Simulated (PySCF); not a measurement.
System: C₂H₉FSi₄.

```xyz
16

C    -3.2825    0.3840    0.2949
C    -2.0427    0.1340    0.6931
Si   -0.5293    0.1500   -0.4182
F    -1.1328    0.5291   -1.8932
Si    1.3153    1.5274    0.1044
Si    2.7164   -0.3655   -0.0744
Si    0.8657   -1.7513   -0.5554
H    -4.1274    0.3646    0.9669
H    -3.5026    0.6223   -0.7331
H    -1.8692   -0.0995    1.7371
H     1.5999    2.6565   -0.7903
H     1.2629    2.1639    1.4293
H     3.7496   -0.2996   -1.1177
H     3.4939   -0.7118    1.1247
H     0.8925   -2.4901   -1.8246
H     0.5829   -2.8051    0.4309
```

Geometry: GFN2-xTB.

Theory: PBE0/pcSseg-1, SCF density, gas phase, non-relativistic in PySCF 2.14.0.

What will maps of the electron density and electron localisation function show?

Answer. C–C (1.33 Å): the density is about 2.3 e/Å³ at the midpoint; the ELF peaks at about 0.95 between the atoms; a multiple bond.
Si–F (1.64 Å): ρ at the midpoint is about 0.99 e/Å³; the ELF peaks at about 0.85 in the valence shell of F, 0.6 Å from its nucleus, and is about 0.50 at the midpoint.
C–Si (1.88 Å): ρ at the midpoint is about 0.95 e/Å³; the ELF peaks at about 0.95 between the atoms: localised, covalent bonding.
C–H (1.08 Å): the density is about 2.1 e/Å³ at the midpoint; the ELF climbs to about 1 towards the hydrogen, as it does in any bond to H; an ordinary covalent bond to hydrogen.

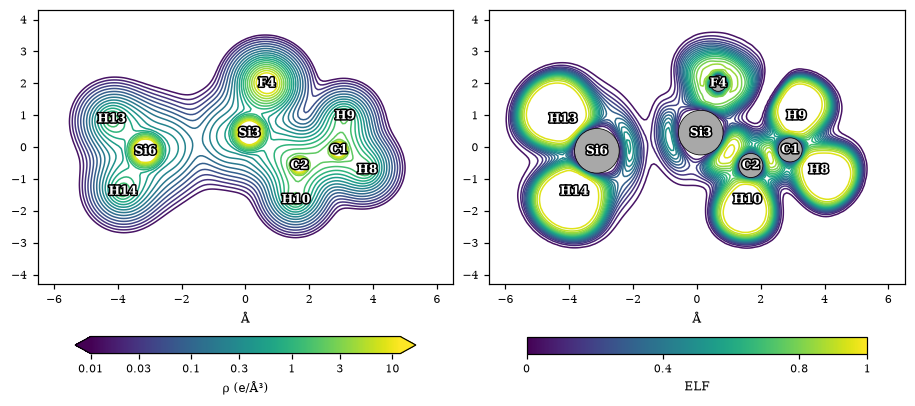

Computed electron density and electron localisation function on the plane of atoms C2, C1 and H8, in this order. Grey discs cover the atomic cores in the ELF map. 
